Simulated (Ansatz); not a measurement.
## Hf (P6_3/mmc): the Drude term of Re ε in the infrared

Re ε of Hf (P6_3/mmc) along x at low photon energies is read from one computed spectrum; the carriers' damping was typed as γ = 0.03 eV. x, y and z are the Cartesian axes of the input cell.

Symmetry: P6_3/mmc, No. 194, hexagonal system. Conventional cell: a = 3.197 Å, b = 3.197 Å, c = 5.058 Å, α = 90.00°, β = 90.00°, γ = 120.00°. Hf on site c has 12 Hf at 3.13 to 3.20 Å as nearest neighbours.

Method: Ansatz 0.2.0, PBE, independent particles, k-mesh 12×12×7 with interpolation inside its cells, Gaussian parameter 0.1 eV.

Launch of the response step: `ansatz run input.yaml --threads 4 --pin off --max-ram 8192MiB --backend cpu --events-out ev --progress --plain --runs-dir out`. The run took 23 s, on 4 threads of Arm Neoverse V2 (shared host).

```tsv
photon energy E (eV)	wavelength (µm)	Re ε
0.25	4.96	-226.0
0.30	4.13	?
0.35	3.54	-102.2
0.40	3.10	-70.8
0.50	2.48	-28.9
0.60	2.07	-1.9
0.70	1.77	15.5
```

A Drude term over a constant background gives Re ε = ε_b − ωp²/(E² + γ²), linear in 1/(E² + γ²).

Working, on the rows shown:

| x = 1/(E² + γ²) (eV⁻²) | y = Re ε |
| --- | --- |
| 15.7729 | -226 |
| 8.10373 | -102.2 |
| 6.21504 | -70.8 |
| 3.98565 | -28.9 |
| 2.77085 | -1.9 |
| 2.03707 | 15.5 |

Means: x̄ = 6.4809, ȳ = -69.05. Σ(x − x̄)(y − ȳ) = -2237, Σ(x − x̄)² = 128.8. Slope = -2237 / 128.8 = -17.37; intercept = ȳ − slope · x̄ = 43.512. The line misses the rows shown by at most 7.4.

**Question.** Predict the last column of the withheld row from the fit.

**Answer.** At x = 11.001 the line gives y = -147.56. The run gave -148.8, so the interpolation is off by 1.2, 0.5 % of the range in the table.

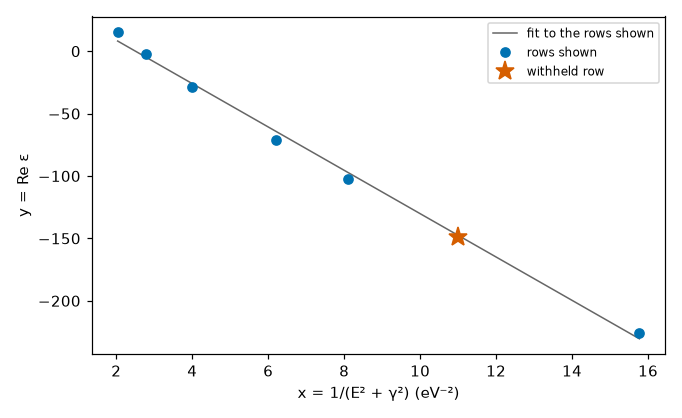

Refitted with all rows, the slope is -17.4 and the intercept 43.569. These give ωp = √(−slope) = 4.17 eV, against 4.10 eV from the program's Fermi-surface sum, and an intercept of 43.6. Taking the program's Drude term off the rows leaves 39 at the lowest energy and 50 at the highest, so the background isn't constant: interband transitions lie in or near the window, and neither fitted number can be trusted. The values come from a sum over the points of one k-mesh and carry its error, which is largest for Fermi-surface quantities. Spin-orbit coupling is left out.

[Logs are printed without paths, hosts, clocks, repeated set-up lines and the standing remarks that a program may print on its own settings, such as how far it seeks lower states.]
